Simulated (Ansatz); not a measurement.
# CH₆AlNOS: a ladder of functionals and wavefunction methods, part 2 of 2

Ansatz 0.2.0, Gaussian basis; functionals in def2-TZVPP, the program's frozen cores in correlated methods. The steps go on from the part before.

## 17. ωB97M-V (range-separated)

The input, in.yaml:

```yaml
crystal:
  periodic: [false, false, false]
  atoms:
    - {symbol: N, position_ang: [-0.780560, -1.237446, 1.217149]}
    - {symbol: C, position_ang: [0.423657, -0.981519, 0.414271]}
    - {symbol: Al, position_ang: [0.476700, 0.659380, -0.675777]}
    - {symbol: O, position_ang: [1.832635, 1.031347, -1.619078]}
    - {symbol: S, position_ang: [-1.232736, 2.035058, -0.679624]}
    - {symbol: H, position_ang: [-1.603966, -1.299427, 0.631803]}
    - {symbol: H, position_ang: [-0.946168, -0.488209, 1.877211]}
    - {symbol: H, position_ang: [0.591912, -1.846695, -0.237159]}
    - {symbol: H, position_ang: [1.291295, -0.991643, 1.083820]}
    - {symbol: H, position_ang: [1.929006, 1.805433, -2.170237]}
    - {symbol: H, position_ang: [-1.916474, 1.256621, 0.178218]}
basis:
  gaussian: {orbitals: def2-TZVPP}
hamiltonian: {xc: {name: wB97M-V}}
output: {forces: true, orbitals: {seedname: orbitals}}
```

The run is started by

```
$ ansatz run in.yaml --threads 4 --pin off --events-out ev --progress --plain --max-ram 10444MiB
```

What it wrote:

```text
Functional definition: wB97M-V
  name "wB97M-V"
  cite "Mardirossian & Head-Gordon, J. Chem. Phys. 144, 214110 (2016) doi:10.1063/1.4952647"
  cite "Becke, J. Chem. Phys. 107, 8554 (1997) doi:10.1063/1.475007"
  cite "Vydrov & Van Voorhis, J. Chem. Phys. 133, 244103 (2010) doi:10.1063/1.3521275"
  # Of w^i u^j: cxij and so on, Table III.
  parameter omega = 0.3/bohr
  parameter cx = 0.15
  parameter cx01 = 1.007
  parameter cx10 = 0.259
  parameter css00 = 0.443
  parameter css04 = -1.437
  parameter css10 = -4.535
  parameter css20 = -3.390
  parameter css43 = 4.278
  parameter cos00 = 1.000
  parameter cos10 = 1.358
  parameter cos20 = 2.924
  parameter cos21 = -8.812
  parameter cos60 = -1.390
  parameter cos61 = 9.142
  parameter b = 6.0
  parameter c = 0.01
  gx(w, u) = 1 - cx + cx01*u + cx10*w
  gss(w, u) = css00 + css04*u^4 + css10*w + css20*w^2 + css43*w^4*u^3
  gos(w, u) = cos00 + cos10*w + (cos20 + cos21*u)*w^2 + (cos60 + cos61*u)*w^6
  exchange = spin_sum(e_x_unif_sr(omega)*gx(b97_w, b97_u_x)) + cx*exact_x_sr(omega) + exact_x_lr(omega)
  correlation = spin_sum(e_c_pw_mod_same_spin*gss(b97_w, b97_u_same))
      + integral(e_c_pw_mod_opposite_spin*gos(b97_w_opposite, b97_u_opposite)) + vv10(b, c)
1403 factors; their error is unknown
329 factors; integrals over basis functions are off by at most 7.8e-6 eV
mean field evaluation 1: about -22097.9834 eV, gradient 6.8e1 eV
mean field evaluation 2: about -22096.9476 eV, gradient 7.5e1 eV
mean field evaluation 4: about -22106.5917 eV, gradient 2.9e0 eV
mean field evaluation 8: about -22106.6148 eV, gradient 5.6e-2 eV
mean field evaluation 16: about -22106.6192 eV, gradient 1.6e-4 eV
mean field -22106.61923788 eV, -812.4032725874 hartree, gradient 7.3e-5 eV, S^2 0.000000; 0 other end points of the search recorded, 0 dependent functions left out
the calculation of the forces begins
reference -22106.61928950 eV, -812.4032744842 hartree; 28, 28 occupied and 233, 233 virtual orbitals, 1403 factors
Total energy: -22106.61928950 eV, -812.4032744842 hartree
Atom 0 at    -0.780560    -1.237446     1.217149 Å, force    -0.231785    -0.016234     0.132504 eV/Å
Atom 1 at     0.423657    -0.981519     0.414271 Å, force     0.308971     0.051246    -0.196253 eV/Å
Atom 2 at     0.476700     0.659380    -0.675777 Å, force    -0.075067    -0.087845     0.095853 eV/Å
Atom 3 at     1.832635     1.031347    -1.619078 Å, force     0.025226     0.053006    -0.047702 eV/Å
Atom 4 at    -1.232736     2.035058    -0.679624 Å, force    -0.040909    -0.056413     0.057811 eV/Å
Atom 5 at    -1.603966    -1.299427     0.631803 Å, force     0.029007     0.013346     0.034372 eV/Å
Atom 6 at    -0.946168    -0.488209     1.877211 Å, force    -0.007741    -0.031158    -0.034222 eV/Å
Atom 7 at     0.591912    -1.846695    -0.237159 Å, force    -0.007146     0.063066     0.060465 eV/Å
Atom 8 at     1.291295    -0.991643     1.083820 Å, force    -0.068076    -0.011103    -0.053881 eV/Å
Atom 9 at     1.929006     1.805433    -2.170237 Å, force     0.023944    -0.032850     0.008680 eV/Å
Atom 10 at    -1.916474     1.256621     0.178218 Å, force     0.043576     0.054938    -0.057626 eV/Å
Dipole moment:    -0.037025     0.109133    -0.052316 e Å
```

Wall time 13 s (4 threads of Arm Neoverse V1, shared host); peak memory 0.96 GiB.

With the free atoms at this level, -22066.229 eV in sum, the atomisation energy is 3897.1 kJ/mol. HOMO -8.65 eV, LUMO 1.24 eV.

## 18. B2PLYP (double hybrid)

in.yaml: that of step 17 with these lines changed.

```diff
@@ -16,3 +16,2 @@
   gaussian: {orbitals: def2-TZVPP}
-hamiltonian: {xc: {name: wB97M-V}}
-output: {forces: true, orbitals: {seedname: orbitals}}
+hamiltonian: {xc: {name: B2PLYP}}
```

Launched as before.

What it wrote (excerpt; [...] marks lines left out):

```text
Functional definition: B2PLYP
  name "B2PLYP"
  cite "Grimme, J. Chem. Phys. 124, 034108 (2006) doi:10.1063/1.2148954"
  cite "Becke, Phys. Rev. A 38, 3098 (1988) doi:10.1103/PhysRevA.38.3098"
  cite "Lee, Yang & Parr, Phys. Rev. B 37, 785 (1988) doi:10.1103/PhysRevB.37.785"
[...]
1539 factors; integrals over basis functions are off by at most 9.0e-4 eV
[...]
mean field -22091.46083804 eV, -811.8462116678 hartree, gradient 2.9e-6 eV, S^2 0.000000; 0 other end points of the search recorded, 0 dependent functions left out
13 core orbitals not correlated: weight in the atoms' cores, before any rotation towards them, 1.000 or more for the frozen orbitals, at most 0.000 for the correlated occupied ones
reference -22091.46101026 eV, -811.8462179968 hartree; 15, 15 occupied and 233, 233 virtual orbitals, 1539 factors
second order -29.21684872 eV of doubles, -0.00000000 eV of singles
Total energy: -22099.34955941 eV, -812.1361168312 hartree
```

Wall time 6 s (4 threads of Arm Neoverse V1, shared host); peak memory 0.67 GiB.

Atomisation energy: 3826.8 kJ/mol (free atoms -22059.688 eV, run apart).

## 19. PBE-QIDH (double hybrid)

in.yaml: that of step 18 with these lines changed.

```diff
@@ -16,2 +16,2 @@
   gaussian: {orbitals: def2-TZVPP}
-hamiltonian: {xc: {name: B2PLYP}}
+hamiltonian: {xc: {name: PBE-QIDH}}
```

The command is unchanged.

What it wrote (excerpt; [...] marks lines left out):

```text
Functional definition: PBE-QIDH
  name "PBE-QIDH"
  cite "Brémond, Sancho-García, Pérez-Jiménez & Adamo, J. Chem. Phys. 141, 031101 (2014) doi:10.1063/1.4890314"
  cite "Perdew, Burke & Ernzerhof, Phys. Rev. Lett. 77, 3865 (1996) doi:10.1103/PhysRevLett.77.3865"
[...]
1539 factors; integrals over basis functions are off by at most 9.0e-4 eV
[...]
mean field -22082.95980086 eV, -811.5338043137 hartree, gradient 7.9e-6 eV, S^2 0.000000; 0 other end points of the search recorded, 0 dependent functions left out
13 core orbitals not correlated: weight in the atoms' cores, before any rotation towards them, 1.000 or more for the frozen orbitals, at most 0.000 for the correlated occupied ones
reference -22082.95981364 eV, -811.5338047834 hartree; 15, 15 occupied and 233, 233 virtual orbitals, 1539 factors
second order -27.09359780 eV of doubles, -0.00000000 eV of singles
Total energy: -22091.99101290 eV, -811.8656952349 hartree
```

Run time: 6 s. Hardware: 4 threads of Arm Neoverse V1, shared host; peak memory 0.67 GiB.

Atomisation energy: 3829.1 kJ/mol (free atoms -22052.305 eV, run apart).

## 20. Frontier levels by functional

Dipoles come from the runs that computed forces. Levels are read from the orbital files that the runs wrote:

```
  functional  HOMO (eV)  LUMO (eV)  gap (eV)  dipole (D)
 LDA (SPW92)      -5.22      -1.30      3.92            
      PBE-D4      -5.07      -1.07      4.00        0.39
   revPBE-D4      -5.00      -0.95      4.05            
     BLYP-D4      -4.95      -1.04      3.91            
   r2SCAN-D4      -5.27      -0.62      4.65        0.45
      B97M-V      -5.39      -0.88      4.50            
     PBE0-D4      -6.38      -0.27      6.11            
    B3LYP-D4      -6.16      -0.57      5.59        0.54
  r2SCANh-D4      -5.77      -0.37      5.40            
  r2SCAN0-D4      -6.53       0.00      6.53            
    HSE06-D4      -5.98      -0.64      5.34            
    BHLYP-D4      -7.63       0.41      8.04            
CAM-B3LYP-D4      -7.76       0.56      8.31            
     LC-ωPBE      -9.10       1.81     10.91            
     ωB97X-V      -8.75       1.60     10.35            
     ωB97M-V      -8.65       1.24      9.89        0.61
```

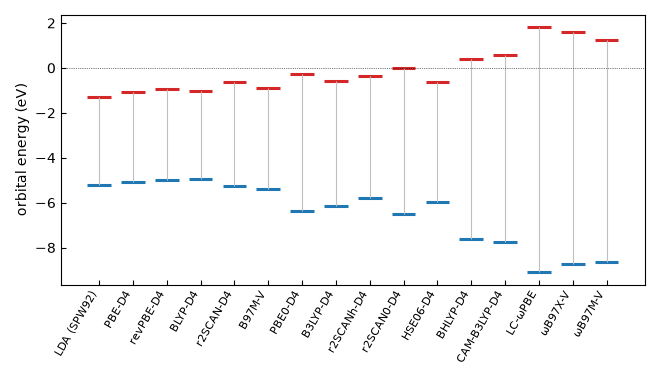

Highest occupied (blue) and lowest empty (red) level by functional.

## 21. CCSD(T) in def2-SVP

in.yaml: that of step 19 with these lines changed.

```diff
@@ -15,3 +15,3 @@
 basis:
-  gaussian: {orbitals: def2-TZVPP}
-hamiltonian: {xc: {name: PBE-QIDH}}
+  gaussian: {orbitals: def2-SVP}
+correlation: {method: ccsd_t}
```

Same command.

What it wrote (excerpt; [...] marks lines left out):

```text
Functional definition: HF
  name "HF"
  cite "Fock, Z. Phys. 61, 126 (1930) doi:10.1007/BF01340294"
  parent pbe
[...]
1051 factors; integrals over basis functions are off by at most 1.1e-3 eV
[...]
mean field -22037.98216183 eV, -809.8809065666 hartree, gradient 2.6e-6 eV, S^2 0.000000; 0 other end points of the search recorded, 0 dependent functions left out
13 core orbitals not correlated: weight in the atoms' cores, before any rotation towards them, 1.000 or more for the frozen orbitals, at most 0.000 for the correlated occupied ones
reference -22037.98216183 eV, -809.8809065666 hartree; 15, 15 occupied and 80, 80 virtual orbitals, 1051 factors
second order -18.84879726 eV of doubles, -0.00000000 eV of singles
cycle   1  -19.63038768 eV  change   -7.8e-1 eV  update   9.5e-2
[...]
cycle   9  -20.18854009 eV  change   -2.3e-5 eV  update   3.1e-5
perturbative correction -0.52118336 eV, -0.0191531354 hartree
Total energy: -22058.69188529 eV, -810.6419748660 hartree
```

Wall time 4.8 s (4 threads of Arm Neoverse V1, shared host); peak memory 0.48 GiB.

## 22. CCSD(T) in def2-TZVPP

in.yaml: that of step 21 with these lines changed.

```diff
@@ -15,3 +15,4 @@
 basis:
-  gaussian: {orbitals: def2-SVP}
+  gaussian: {orbitals: def2-TZVPP}
 correlation: {method: ccsd_t}
+output: {orbitals: {seedname: orbitals}}
```

The command is unchanged.

What it wrote (excerpt; [...] marks lines left out):

```text
Functional definition: HF
  name "HF"
  cite "Fock, Z. Phys. 61, 126 (1930) doi:10.1007/BF01340294"
  parent pbe
[...]
1539 factors; integrals over basis functions are off by at most 9.0e-4 eV
[...]
mean field -22049.78354086 eV, -810.3145992463 hartree, gradient 1.2e-6 eV, S^2 0.000000; 0 other end points of the search recorded, 0 dependent functions left out
13 core orbitals not correlated: weight in the atoms' cores, before any rotation towards them, 1.000 or more for the frozen orbitals, at most 0.000 for the correlated occupied ones
reference -22049.78354086 eV, -810.3145992463 hartree; 15, 15 occupied and 233, 233 virtual orbitals, 1539 factors
second order -24.09449631 eV of doubles, -0.00000000 eV of singles
cycle   1  -24.58632998 eV  change   -4.9e-1 eV  update   1.0e-1
[...]
cycle  10  -25.23297349 eV  change   -3.1e-6 eV  update   1.4e-5
perturbative correction -1.00767107 eV, -0.0370312288 hartree
Total energy: -22076.02418541 eV, -811.2789251473 hartree
```

It took 2.9 min on 4 threads of Arm Neoverse V1, shared host; peak memory 6 GiB.

## 23. MP2 in def2-QZVPP

in.yaml: that of step 22 with these lines changed.

```diff
@@ -15,4 +15,3 @@
 basis:
-  gaussian: {orbitals: def2-TZVPP}
-correlation: {method: ccsd_t}
-output: {orbitals: {seedname: orbitals}}
+  gaussian: {orbitals: "def2-QZVPP.json"}
+correlation: {method: mp2}
```

Same command.

What it wrote (excerpt; [...] marks lines left out):

```text
Functional definition: HF
  name "HF"
  cite "Fock, Z. Phys. 61, 126 (1930) doi:10.1007/BF01340294"
  parent pbe
[...]
2931 factors; integrals over basis functions are off by at most 7.8e-4 eV
[...]
mean field -22050.51048035 eV, -810.3413137801 hartree, gradient 2.5e-6 eV, S^2 0.000000; 0 other end points of the search recorded, 0 dependent functions left out
13 core orbitals not correlated: weight in the atoms' cores, before any rotation towards them, 1.000 or more for the frozen orbitals, at most 0.000 for the correlated occupied ones
reference -22050.51048035 eV, -810.3413137801 hartree; 15, 15 occupied and 463, 463 virtual orbitals, 2931 factors
second order -25.96408417 eV of doubles, -0.00000000 eV of singles
Total energy: -22076.47456453 eV, -811.2954762744 hartree
```

Run time: 30 s. Hardware: 4 threads of Arm Neoverse V1, shared host; peak memory 3 GiB.

Energy pieces by basis (eV):

```
     basis           HF  MP2 correlation  CCSD correlation      (T)              total
  def2-SVP  -22037.9822         -18.8488          -20.1885  -0.5212        -22058.6919
def2-TZVPP  -22049.7835         -24.0945          -25.2330  -1.0077        -22076.0242
def2-QZVPP  -22050.5105         -25.9641                             -22076.4746 (MP2)
```

The report of the def2-TZVPP run gives T1 = 0.0117.

## 24. The basis-set limit

No new run: Hartree-Fock is extrapolated as exp(−7.88√X) and correlation as X^−2.97, with X = 3 and 4; only MP2 was run in the larger set, so CCSD(T) minus MP2 is added from the smaller one.

```
  level  energy at the limit (eV)
     HF               -22050.6106
    MP2               -22077.9596
   CCSD               -22079.0980
CCSD(T)               -22080.1057
```

## 25. RPA on PBE orbitals

in.yaml: that of step 23 with these lines changed.

```diff
@@ -15,3 +15,4 @@
 basis:
-  gaussian: {orbitals: "def2-QZVPP.json"}
-correlation: {method: mp2}
+  gaussian: {orbitals: def2-TZVPP}
+hamiltonian: {xc: pbe}
+correlation: {method: rpa}
```

Same command.

What it wrote (excerpt; [...] marks lines left out):

```text
Functional definition: PBE
  name "PBE"
  cite "Perdew, Burke & Ernzerhof, Phys. Rev. Lett. 77, 3865 (1996) doi:10.1103/PhysRevLett.77.3865"
  parent pbe
[...]
1539 factors; integrals over basis functions are off by at most 9.0e-4 eV
[...]
mean field -22095.54274072 eV, -811.9962188245 hartree, gradient 5.7e-6 eV, S^2 0.000000; 0 other end points of the search recorded, 0 dependent functions left out
13 core orbitals not correlated: weight in the atoms' cores, before any rotation towards them, 1.000 or more for the frozen orbitals, at most 0.000 for the correlated occupied ones
reference -22048.19324567 eV, -810.2561569762 hartree; 15, 15 occupied and 233, 233 virtual orbitals, 1539 factors
Total energy: -22087.39180358 eV, -811.6966774096 hartree
```

It took 7.5 s on 4 threads of Arm Neoverse V1, shared host; peak memory 0.67 GiB.

RPA correlation: -39.199 eV. No RPA run of the hydrogen atom was made, so RPA has no atomisation energy below.

## 26. The ladder

Free atoms (1 N, 1 C, 1 Al, 1 O, 1 S, 6 H) were run apart at each level; the atomisation energy is their sum less the molecule, without zero-point or spin-orbit terms.

Differences are taken before rounding.

```
            method             rung  atomisation energy (kJ/mol)  from CCSD(T)/CBS (kJ/mol)     time
       LDA (SPW92)              LDA                       4448.5                     +561.8    1.4 s
            PBE-D4              GGA                       3946.4                      +59.7    2.7 s
         revPBE-D4              GGA                       3842.7                      -43.9    2.2 s
           BLYP-D4              GGA                       3873.2                      -13.5    2.2 s
         r2SCAN-D4         meta-GGA                       3881.2                       -5.5    5.5 s
            B97M-V         meta-GGA                       3887.9                       +1.3     10 s
           PBE0-D4           hybrid                       3862.6                      -24.1    3.4 s
          B3LYP-D4           hybrid                       3869.8                      -16.9    5.5 s
        r2SCANh-D4           hybrid                       3851.3                      -35.4      6 s
        r2SCAN0-D4           hybrid                       3808.1                      -78.5      6 s
          HSE06-D4           hybrid                       3865.7                      -20.9    3.7 s
          BHLYP-D4           hybrid                       3740.6                     -146.1    3.5 s
      CAM-B3LYP-D4  range-separated                       3886.2                       -0.5    3.9 s
           LC-ωPBE  range-separated                       3851.7                      -34.9    2.8 s
           ωB97X-V  range-separated                       3890.7                       +4.0    8.5 s
           ωB97M-V  range-separated                       3897.1                      +10.4     13 s
            B2PLYP    double hybrid                       3826.8                      -59.9      6 s
          PBE-QIDH    double hybrid                       3829.1                      -57.5      6 s
     HF/def2-TZVPP     wavefunction                       2700.3                    -1186.4         
    MP2/def2-TZVPP     wavefunction                       3831.1                      -55.6         
   CCSD/def2-TZVPP     wavefunction                       3700.1                     -186.6         
  CCSD(T)/def2-SVP     wavefunction                       3597.9                     -288.8    4.8 s
CCSD(T)/def2-TZVPP     wavefunction                       3763.2                     -123.5  2.9 min
           MP2/CBS     wavefunction                       3954.6                      +67.9         
       CCSD(T)/CBS     wavefunction                       3886.7                          0  3.4 min
```

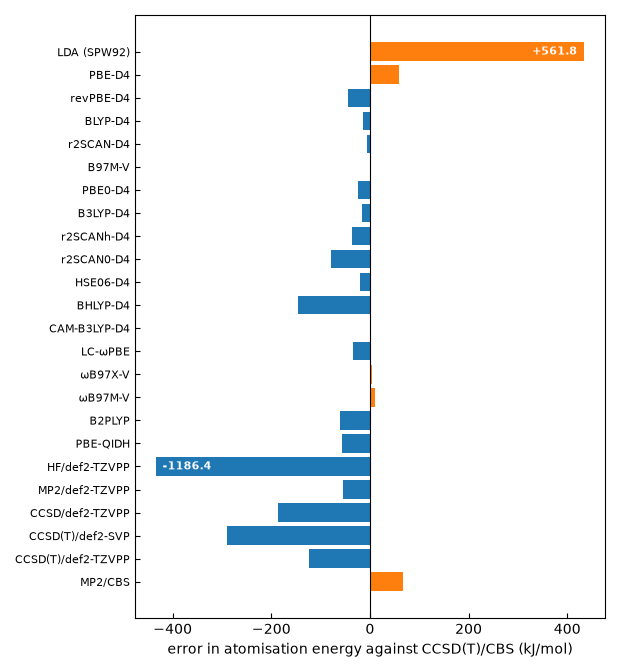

Deviations from CCSD(T)/CBS, method by method. Bars with a number in them are cut short.

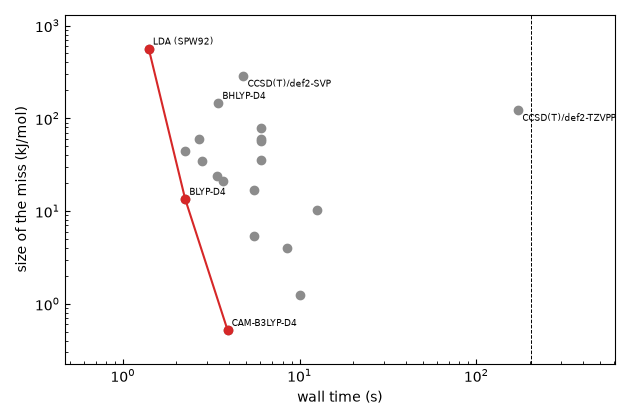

Miss against cost. Red marks the levels that no quicker level drawn beats (of those quicker than the yardstick), and the dashed line is the time of CCSD(T)/CBS. Only those levels and the largest misses are named. Times are from a shared host.

LDA (SPW92), LC-ωPBE, B2PLYP, PBE-QIDH carry no dispersion term (for B3LYP, D4 adds 35.3 kJ/mol).

Times are those of the molecule's run; HF, MP2 and CCSD come out of the CCSD(T) runs, and the limit's time is the sum of the runs that it needs.

## 27. What came out

This closing draws on all 2 parts.

| quantity | value |
| --- | --- |
| atomisation energy, CCSD(T)/CBS | 3886.7 kJ/mol |
| functionals within 19.4 kJ/mol (0.5 %) | BLYP-D4, r2SCAN-D4, B97M-V, B3LYP-D4, CAM-B3LYP-D4, ωB97X-V, ωB97M-V |
| farthest beyond LDA | BHLYP-D4 (-146.1 kJ/mol) |
| mean size of error, GGA | 39.1 kJ/mol |
| mean size of error, meta-GGA | 3.4 kJ/mol |
| mean size of error, hybrid | 53.7 kJ/mol |
| mean size of error, range-separated | 12.5 kJ/mol |
| mean size of error, double hybrid | 58.7 kJ/mol |
| gap, smallest and largest | 3.91 eV (BLYP-D4), 10.91 eV (LC-ωPBE) |
| T1 diagnostic | 0.0117 |
| triples share of the correlation energy | 3.8 % |

**Reading.** LDA overbinds by 561.8 kJ/mol (14 %). PBE-D4 is off by +59.7 kJ/mol. Double hybrids carry the basis error of their MP2 part in triple zeta, and no dispersion term here, so their miss is partly the set-up's. The rungs meta-GGA, range-separated miss on average by less than the doubt on the reference (19.4 kJ/mol), so they tie. The reference freezes the cores and leaves out relativity and excitations past (T), so misses under about 19.4 kJ/mol can't be ranked. Hartree-Fock recovers 69 % of the binding; the rest is correlation. CCSD(T) in def2-SVP is off by -288.8 kJ/mol, so the small basis spoils what the method gains. The gap grows from 3.9 to 10.9 eV across the functionals, mostly with the share of exact exchange.

For cost: CAM-B3LYP-D4 gets within 0.5 kJ/mol in 3.9 s, where CCSD(T)/CBS took 3.4 min; the quickest level in the cost chart, LDA (SPW92), takes 1.4 s and misses by 561.8 kJ/mol.
